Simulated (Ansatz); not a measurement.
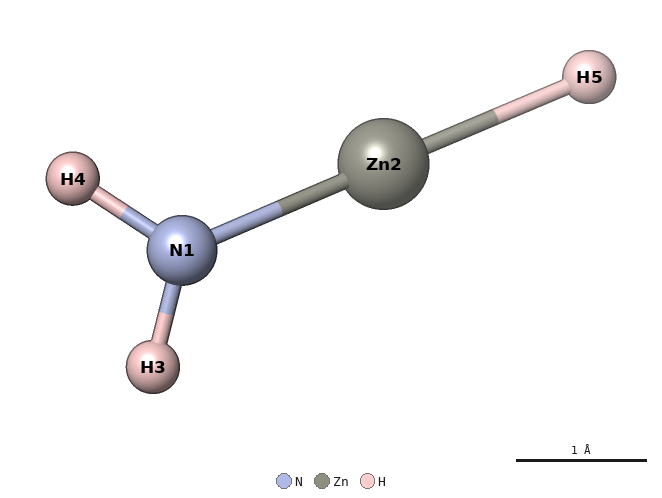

Figure made from data computed with Ansatz.

Orthographic view. Atoms fade into the background with distance from the viewer. Geometry: moved along internal coordinates away from the minimum.

Give the geometry as a Z-matrix, atoms in numerical order, with these reference atoms: 2 to 1; 3 to 1, 2; 4 to 1, 3, 2; 5 to 2, 3, 1.

```
N  
Zn   1   1.817
H    1   0.938   2   119.9
H    1   1.009   3   108.6   2   143.3
H    2   1.808   3   161.4   1   168.8
```
